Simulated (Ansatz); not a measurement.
BN$_{2}$H$_{6}$F: several calculations on one system

**1. Relaxation**

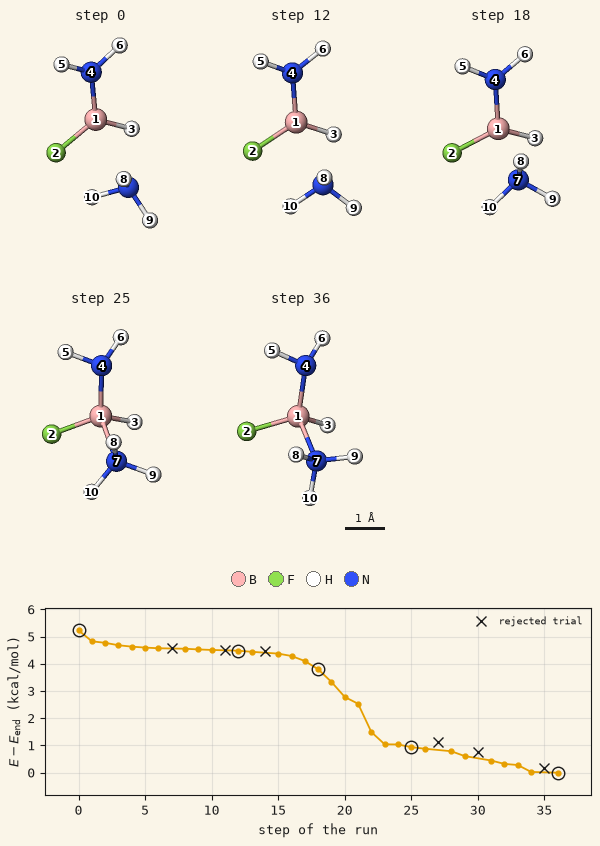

Frames of a relaxation of BN2H6F, marked on the history of the run. The picture is a ball-and-stick view, seen from a free direction.

The run prepares an end point of a later path (reaction) calculation, from a guessed geometry.

These are results of RKS r2SCANh-D4/def2-SVP in Ansatz, not measurements.

Input file:
```yaml
crystal:
  periodic: [false, false, false]
  atoms:
    - { symbol: B, position_ang: [-0.092693, -0.292714, -0.168179] }
    - { symbol: F, position_ang: [-0.13148, -0.564457, 1.1402] }
    - { symbol: H, position_ang: [0.97136, -0.111425, -0.7026] }
    - { symbol: "N", position_ang: [-1.280173, -0.381311, -0.898678] }
    - { symbol: H, position_ang: [-2.179655, -0.515022, -0.456647] }
    - { symbol: H, position_ang: [-1.324979, -0.187499, -1.887317] }
    - { symbol: "N", position_ang: [-0.168936, 2.226609, 0.930448] }
    - { symbol: H, position_ang: [-1.045834, 2.737312, 1.010501] }
    - { symbol: H, position_ang: [0.564591, 2.8767, 1.207711] }
    - { symbol: H, position_ang: [-0.194902, 1.494406, 1.662562] }
basis:
  gaussian: { orbitals: def2-SVP }
hamiltonian:
  xc: r2scanh
  dispersion: d4
relax:
  f_tol: 0.03
  max_steps: 50
```

Run as
```bash
ansatz run input.yaml --threads 2 --pin off --max-ram 3072MiB --backend cpu --events-out ev --progress --plain --runs-dir out
```

What happens along the run?

The atom that moves furthest after the best rigid fit is H9 (1.22 Å). Largest moves by element: H 1.22 Å, N 0.62 Å, B 0.57 Å, F 0.31 Å. Among the contacts that change: B1–N7 2.750 → 1.701 Å, B1–N4 1.397 → 1.479 Å, B1–F2 1.337 → 1.401 Å, B1–H3 1.204 → 1.230 Å. New bonds form, among them: B1–N7 (2.75 → 1.70 Å). Bond angles that change, for instance: B1–N4–H5 122.4° → 112.9°, B1–N4–H6 122.6° → 114.2°, H5–N4–H6 114.5° → 107.6°. The energy falls by 5.23 kcal/mol in 30 accepted moves (36 points after the start). Largest force component: 0.62 eV/Å at the start, 0.014 eV/Å at the end. The line search rejected the trial steps at points 7, 11, 14, 27, 30, 35 of the run. The run took 92 s on 2 threads of Arm Neoverse V1, with other jobs on the host, peak memory 0.18 GiB. From step 0 to 12: H9 moves most (0.42 Å), energy −0.75 kcal/mol. From step 12 to 18: H8 moves most (0.51 Å), energy −0.68 kcal/mol. From step 18 to 25: N4 moves most (0.31 Å), energy −2.86 kcal/mol. From step 25 to 36: H atoms move most (0.56 Å), energy −0.94 kcal/mol.

```
step  E − E(0), kcal/mol  largest force component, eV/Å      note
   0                0.00                         0.6184          
   1               -0.40                         0.3022          
   2               -0.46                         0.1562          
   3               -0.55                         0.1533          
   4               -0.60                         0.1206          
   5               -0.63                         0.1745          
   6               -0.66                         0.1521          
   7               -0.65                         0.1723  rejected
   8               -0.68                         0.1637          
   9               -0.70                         0.0503          
  10               -0.72                         0.0516          
  11               -0.71                         0.2722  rejected
  13               -0.79                         0.1740          
  14               -0.77                         0.3815  rejected
  15               -0.85                         0.1183          
  17               -1.13                         0.1120          
  18               -1.43                         0.3961          
  20               -2.45                         0.8436          
  21               -2.70                         0.8580          
  22               -3.74                         0.4965          
  24               -4.19                         0.2818          
  25               -4.29                         0.0899          
  26               -4.35                         0.2014          
  28               -4.44                         0.0620          
  29               -4.62                         0.1362          
  31               -4.78                         0.0820          
  32               -4.91                         0.1564          
  33               -4.95                         0.4384          
  35               -5.06                         0.4072  rejected
  36               -5.23                         0.0137
```

**2. Relaxation**

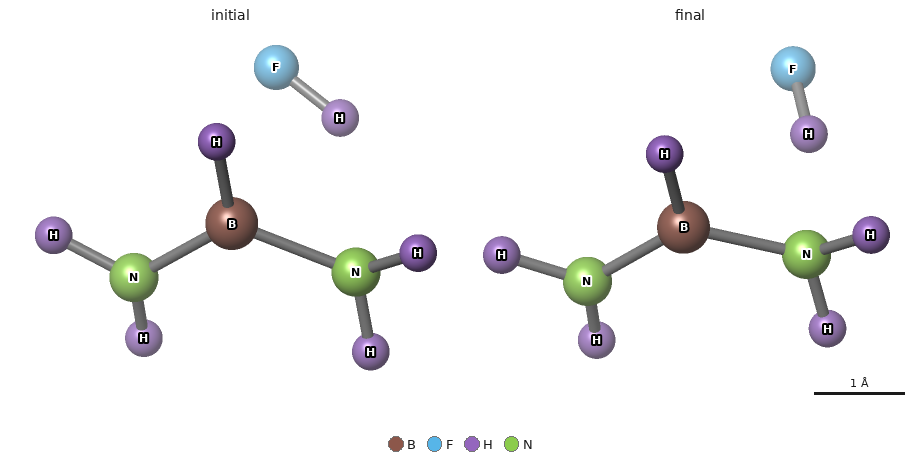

The structure of BN2H6F before (left) and after (right) a relaxation, at one scale.

The picture is a ball-and-stick view, seen at a tilt.

The run prepares an end point of a later path (reaction) calculation, from a guessed geometry.

Method: Ansatz, RKS r2SCANh-D4/def2-SVP. Settings: no spin polarisation; force threshold 0.03 eV/Å; at most 50 steps.

> What changed between the two?

The F atom moves most after the best rigid fit: 0.66 Å. Largest moves by element: F 0.66 Å, H 0.34 Å, N 0.25 Å, B 0.11 Å. Some distances before and after: B–N 1.492 → 1.440 Å, F–H 0.925 → 0.947 Å, B–N 1.404 → 1.399 Å. The energy falls by 7.05 kcal/mol in 8 geometry steps. Largest force component: 1.9 eV/Å at the start, 0.0074 eV/Å at the end.

Limits of the set-up: the start holds two separate molecules, 2.2 Å apart at their closest, whose relative position is a soft coordinate.

**3. Path**

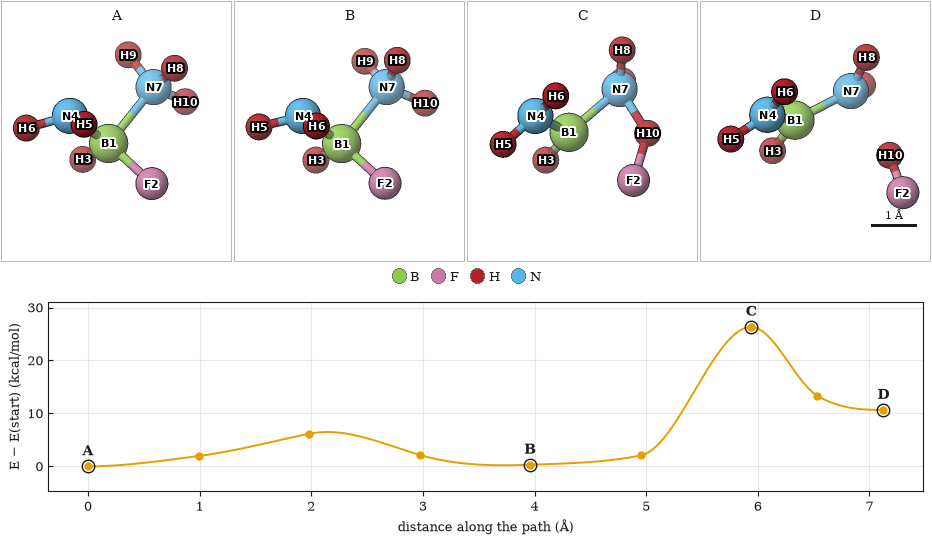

NEB run on BN₂H₆F. Images are numbered from 0 (start) to 8 (end). Frames A to D are images 0, 4, 6, 8. A ball-and-stick model, seen from a free direction.

Computed with Ansatz, RKS r2SCANh-D4/def2-SVP. Set-up: 7 movable images; climbing image; force threshold 0.05 eV/Å; iteration limit 60; starting path through a guess of the saddle point.

### Read off the barrier and say what moves.

The energy climbs by 26.4 kcal/mol to image 6 and then falls by 15.7 kcal/mol, so the end point sits at +10.6 kcal/mol. The profile has 2 maxima (images 2, 6) with a dip at image 4 (+0.3 kcal/mol), so the process runs in steps. The path has more than one stage, and so few images may leave a stage unresolved. Breaking: B1–F2 (1.40 → 1.85 at the top → 2.96 Å), N7–H10 (1.02 → 1.24 at the top → 1.75 Å). Forming: F2–H10 (2.59 → 1.18 at the top → 0.95 Å). The band converged in 37 iterations. The largest component of the band force went from 20 to 0.031 eV/Å. The climbing image converged on the top of the path. Its vibrational analysis gives one imaginary mode (893i cm⁻¹), as a transition state must have.
